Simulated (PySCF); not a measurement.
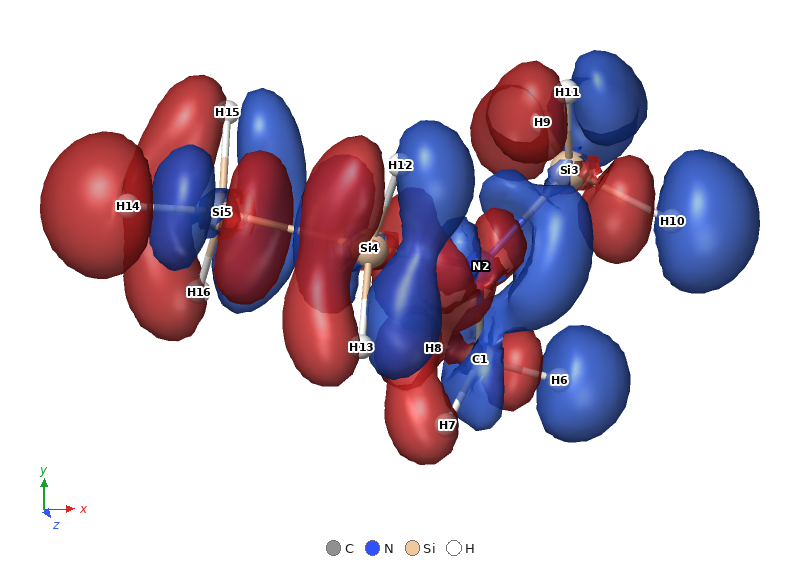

Figure. CH$_{11}$NSi$_{3}$, SMILES `CN([SiH3])[SiH2][SiH3]`. Change of the electron density in a uniform field of 0.41 V/Å, surfaces at ±0.003 e/Å³ (blue: gain, red: loss).

Method: B3LYP/6-311+G**; geometry: GFN2-xTB; program: PySCF. No frequency check shows the geometry to be a minimum. The basis has diffuse s and p functions alone, which still leaves polarisabilities too small, most of all across bonds.

Geometry (Å), atoms numbered from 1:

```
C1       0.9496   -1.6840   -0.3905
N2       0.8832   -0.3768    0.2263
Si3      2.0890    0.7622   -0.2714
Si4     -0.6341    0.0144    0.9946
Si5     -2.3469    0.2654   -0.5360
H6       1.9876   -1.9915   -0.5158
H7       0.4471   -2.4222    0.2356
H8       0.4730   -1.6942   -1.3769
H9       1.9106    1.1528   -1.6783
H10      3.3870    0.0992   -0.1175
H11      1.9483    1.9194    0.6027
H12     -0.3460    1.2144    1.7847
H13     -0.8570   -1.0988    1.9366
H14     -3.6394    0.4788    0.1236
H15     -2.1636    1.3998   -1.4505
H16     -2.5389   -0.9039   -1.4061
```

Q: Along which Cartesian direction does the field point?

A: Along −x: electrons gather on the +x side, against the field.

Q: What dipole is induced, and what polarisability does it imply?

A: The induced dipole is 2.28 D (along the field); α along this axis, from the fields in both directions, is 113 bohr³ (16.8 Å³).

Q: Which atoms gain and lose the most charge?

A: Electrons gather most on H10 (Hirshfeld charge changes by −0.022 e) and leave H14 most (+0.025 e); 0.181 electrons are displaced in all.
